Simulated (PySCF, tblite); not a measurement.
# C₄H₁₃B₂N₂−: geometry, infrared bands and NMR shifts

Wanted: the infrared bands and NMR shifts of C₄H₁₃B₂N₂− (`BN[BH2-]N1CCCC1`), by calculation.

Computed with tblite 0.8.0 and PySCF 2.14.0, with density-fitted response routines of our own, on a single molecule in the gas phase. Atoms count from 0, in the outputs and in this text.

## (1) The starting structure

21 atoms, charge -1, multiplicity 1; geometry from: force field or distance geometry start.

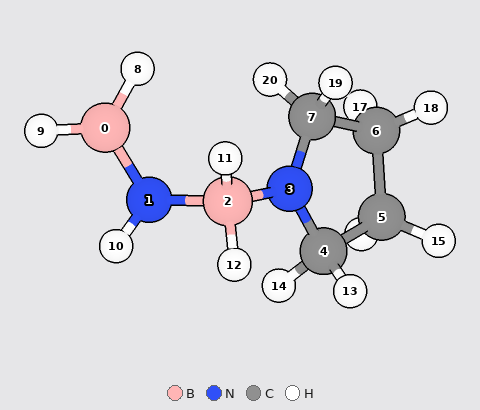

As it starts; boron pink, nitrogen blue, carbon grey, hydrogen white, atoms numbered.

## (2) Geometry optimisation with GFN2-xTB

What the job is given:

```
{"job": {"kind": "relax", "xc": "GFN2-xTB", "basis": "xTB"}, "charge": -1, "multiplicity": 1}
B      3.106000     0.808800    -0.056100
N      2.182500    -0.142800     0.706100
B      1.245700    -0.837100    -0.277900
N     -0.139000    -0.366100    -0.086600
C     -1.007500    -1.007300     0.822800
C     -2.308800    -0.232500     0.795200
C     -2.081400     0.895600    -0.186700
C     -0.630900     0.796000    -0.648500
H      2.564000     1.606600    -0.732500
H      4.246900     0.834100     0.148300
H      2.827200    -0.865700     1.121900
H      1.708800    -0.717600    -1.357400
H      1.300400    -2.003800    -0.012500
H     -1.130100    -2.074800     0.520200
H     -0.559900    -1.033100     1.841100
H     -3.121200    -0.908900     0.513800
H     -2.443200     0.156500     1.842500
H     -2.243200     1.832300     0.390800
H     -2.756400     0.804100    -1.042900
H     -0.603900     0.718100    -1.761300
H     -0.165000     1.754700    -0.385900
```

Started as:

```bash
$ OMP_NUM_THREADS=1 python probes_run.py task.json out
```

One launch serves the whole session: the jobs run in the order shown.

**Question.** This job is followed by: GFN2-xTB harmonic vibrations, gas phase; GIAO PBE0/pcSseg-1 NMR shielding, non-relativistic, gas phase. Predict these results of the whole session: strongest single infrared mode (GFN2-xTB); zero-point energy (GFN2-xTB); 13C shifts against TMS (PBE0/pcSseg-1, means over atoms taken as alike); 1H shifts against TMS (PBE0/pcSseg-1, means over atoms taken as alike); 11B shifts against BF3·OEt2 (PBE0/pcSseg-1); 15N shifts against NH3 (PBE0/pcSseg-1).

**Answer**, as computed:

| quantity | value |
| --- | --- |
| strongest single infrared mode (GFN2-xTB) | 2143 cm⁻¹, 544 km/mol |
| zero-point energy (GFN2-xTB) | 108.6 kcal/mol |
| 13C shifts against TMS (PBE0/pcSseg-1, means over atoms taken as alike) | 54.7, 28.5 ppm |
| 1H shifts against TMS (PBE0/pcSseg-1, means over atoms taken as alike) | 5.11, 4.36, 2.83, 2.63, 1.27 ppm |
| 11B shifts against BF3·OEt2 (PBE0/pcSseg-1) | 29.0, -13.7 ppm |
| 15N shifts against NH3 (PBE0/pcSseg-1) | 173.2, 66.7 ppm |

In words: The optimisation took 114 steps and gained 1.666 eV; among the close pairs (by a distance rule), B0–N1 changed most, from 1.529 to 1.363 Å. All 57 modes are real, so the xTB geometry is a minimum. The strongest single mode, at 2143 cm⁻¹, moves mainly H12. GFN2-xTB is a fitted tight-binding method: band positions and strengths are rough. Its intensities can rank the bands wrongly. At PBE0/pcSseg-1: The largest span, 298 ppm, is at N1, where the paramagnetic term is -226 ppm.
